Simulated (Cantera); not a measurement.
A closed system holds: 1 mol Si₃N₄, 0.38 mol H₂, 0.45 mol C, held at 10.0 mbar.

Method: chemical equilibrium by Gibbs-energy minimisation in Cantera with the NASA 1993 tables (ideal gas, pure condensed phases). Candidate condensed phases: C, C₆H₆, C₇H₈, C₈H₁₈, Si, SiC, Si₃N₄; 105 gas species. Mutual solubility and eutectic melting of coexisting phases are not modelled. The tables' values for SiN are old estimates; treat these amounts as uncertain. Gases not in the tables: Si₂H₆ and higher silanes. Rates play no part.

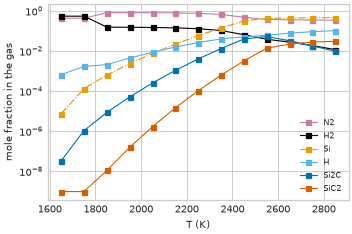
Equilibrium gas composition (values under 1e-9 drawn at 1e-9)

From 1650 K to 1750 K the condensed part is SiC(s) + Si₃N₄(s). From 1850 K to 2450 K the condensed part is Si(l) + SiC(s). From 2550 K to 2850 K nothing is condensed. The main Si-bearing gas is Si throughout.
